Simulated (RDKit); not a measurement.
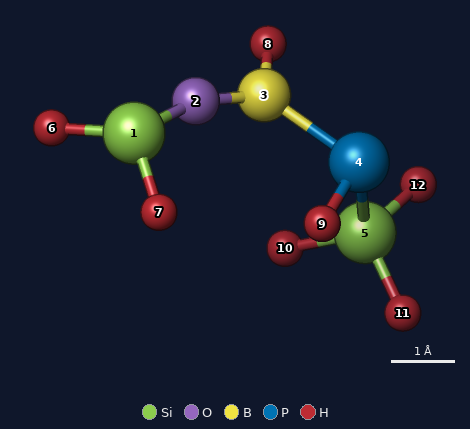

*The structure (ball-and-stick view, seen at a tilt; atoms are numbered from 1 in the order of the input).*

Bond lengths as drawn: B–H 1.18 Å, B–O 1.32 Å, B–P 1.89 Å, H–P 1.38 Å, H–Si 1.45 to 1.47 Å, O–Si 1.61 Å and P–Si 2.22 Å.

# BSi2PH7O: property calculation

System: BSi2PH7O, multiplicity 2.
Method: EHT (RDKit 2026.09.1).

The geometry comes from this level: GFN2-xTB.

## Input file (job.py)
```python
# eht eht with RDKit
import json
import numpy as np
from rdkit import Chem
from rdkit.Chem import AllChem
from rdkit.Chem import rdDetermineBonds
from rdkit.Chem import rdEHTTools

molecule = Chem.MolFromXYZFile("mol.xyz")
symbols = [a.GetSymbol() for a in molecule.GetAtoms()]
start = molecule.GetConformer().GetPositions().copy()

ok, res = rdEHTTools.RunMol(molecule, keepOverlapAndHamiltonianMatrices=True)
if not ok:
    raise RuntimeError("the extended Hueckel run failed")
eps = np.array(res.GetOrbitalEnergies())
nel = res.numElectrons
homo = (nel + 1) // 2 - 1
print(f"{res.numOrbitals} orbitals, {nel} valence electrons, sum of one-electron energies {res.totalEnergy:.4f} eV")
for i in range(max(0, homo - 5), min(len(eps), homo + 6)):
    print(f"{i + 1:4d} {eps[i]:10.4f} eV", "(HOMO)" if i == homo else "(LUMO)" if i == homo + 1 else "")
q = np.array(res.GetAtomicCharges())
print("Mulliken charges:", " ".join(f"{a}{i + 1}={c:+.3f}" for i, (a, c) in enumerate(zip(symbols, q))))
op = res.GetReducedOverlapPopulationMatrix()
pairs = [(k, i, op[i * (i + 1) // 2 + k]) for i in range(len(symbols)) for k in range(i) if abs(op[i * (i + 1) // 2 + k]) > 0.1]
print("reduced overlap populations above 0.1")
for k, i, p in pairs:
    print(f"  {symbols[k]}{k + 1}-{symbols[i]}{i + 1} {p:7.3f}")
json.dump(dict(symbols=symbols, start=start.tolist(), energy=res.totalEnergy * 23.060548, homo=eps[homo], lumo=eps[homo + 1] if homo + 1 < len(eps) else None, orbital_energies=eps.round(4).tolist(), charges_mulliken=q.tolist(), bond_orders=[[k + 1, i + 1, round(p, 4)] for k, i, p in pairs], nel=nel), open("results.json", "w"))
```

## File mol.xyz
```
12

Si    -0.915090     1.202790     2.558370
O      0.181760     0.321410     1.782500
B      0.671910    -0.537430     0.914650
P     -0.401510    -1.401540    -0.381510
Si     0.495890    -0.598850    -2.248390
H     -0.207200     2.412340     2.936400
H     -2.167900     1.349130     1.830090
H      1.814780    -0.825900     0.972800
H     -1.504290    -0.569640    -0.333850
H      1.067380     0.752250    -2.156050
H     -0.584910    -0.570940    -3.233910
H      1.549180    -1.533610    -2.641100
```

Run on 1 thread of Intel Xeon (Sapphire Rapids), 16 GiB of memory available, shared host.

Command:
```bash
python job.py
```

## The program's output
```
27 orbitals, 29 valence electrons, sum of one-electron energies -505.2756 eV
  10   -14.9144 eV
  11   -14.6867 eV
  12   -14.4035 eV
  13   -13.9829 eV
  14   -12.8840 eV
  15    -9.2951 eV (HOMO)
  16    -5.9986 eV (LUMO)
  17     2.3884 eV
  18     3.6731 eV
  19     4.3153 eV
  20     7.4630 eV
Mulliken charges: Si1=+0.880 O2=-0.997 B3=+0.806 P4=-0.417 Si5=+0.948 H6=-0.174 H7=-0.155 H8=-0.245 H9=+0.076 H10=-0.255 H11=-0.233 H12=-0.235
reduced overlap populations above 0.1
  Si1-O2   0.500
  Si1-B3  -0.102
  O2-B3   0.694
  B3-P4   0.949
  P4-Si5   0.812
  Si1-H6   0.748
  Si1-H7   0.748
  B3-H8   0.786
  P4-H9   0.793
  Si5-H10   0.722
  Si5-H11   0.729
  Si5-H12   0.730
```

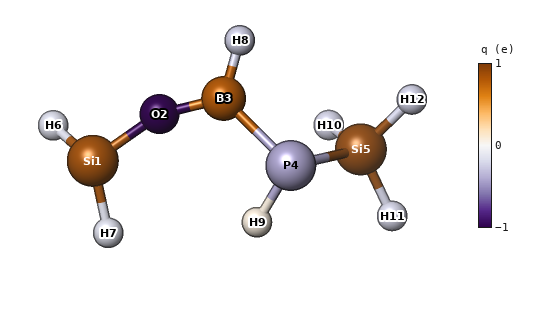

*Mulliken charges, as the colour of each atom (ball-and-stick view, seen at a tilt; atoms are numbered from 1 in the order of the input).*

By element: Si +0.88 to +0.95, O −1.00, B +0.81, P −0.42 and H −0.25 to +0.08 e.

## Key numbers

| quantity | value |
| --- | --- |
| outcome | converged |
| total energy | −18.568533 hartree |
| peak memory | 0.074 GiB |
